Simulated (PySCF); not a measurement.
```xyz
16

Cl    1.9209    1.1023   -2.2340
C     2.7199    0.0362   -1.0557
Cl    4.3388    0.6607   -0.7205
Cl    2.8703   -1.5836   -1.7692
Si    1.6529   -0.0804    0.5589
Si   -0.4533   -0.7257   -0.1989
P    -1.9119   -1.1249    1.5049
Si   -3.1014    0.5277    0.5246
P    -1.7272    0.8444   -1.2515
H     1.7678    1.2637    1.1382
H     2.4000   -1.0110    1.4038
H    -0.5039   -1.9252   -1.0488
H    -1.2817   -0.3068    2.4240
H    -4.3902    0.0092    0.0768
H    -3.2414    1.7101    1.3718
H    -1.0673    1.9476   -0.7357
```

Geometry: GFN2-xTB.

Level of theory: PBE0/pcSseg-1, SCF density, gas phase, non-relativistic (PySCF 2.14.0).

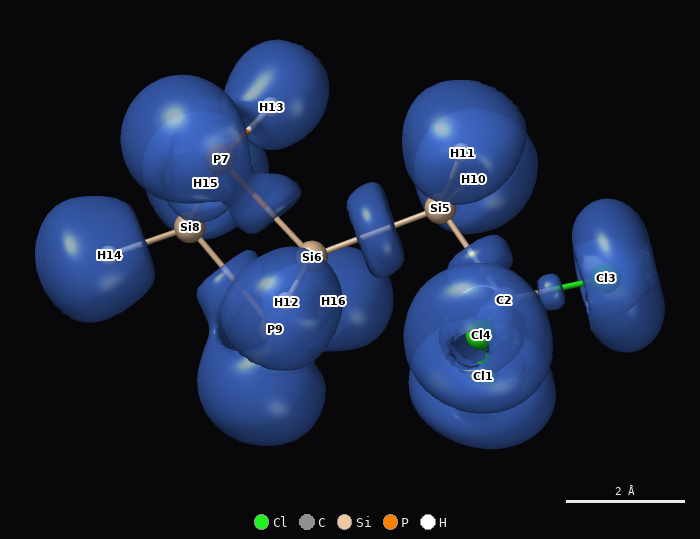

CH₇Cl₃P₂Si₃ (SMILES ClC(Cl)(Cl)[SiH2][SiH]1P[SiH2]P1). Isosurface of the electron localisation function at 0.8 (blue), seen at a tilt. Core shells and regions of very low density are left out.

Identify the bonds, lone pairs and shells in this picture.

Answer. The ELF exceeds this value in three regions between bonded C–Cl atoms (shared pairs), one region between bonded C–Si atoms (shared pairs), one region between bonded Si–Si atoms (shared pairs), seven regions around hydrogen nuclei, two regions on P in which the atom's valence shell and bonds are merged and three rings or bowls of non-bonding electrons around Cl. Along the contacts the grid gives the following. C–Cl (1.77 Å): the ELF peaks at about 0.90 between the atoms (localised, covalent bonding). C–Si (1.94 Å): the ELF peaks at about 1 between the atoms, as expected for localised, covalent bonding.
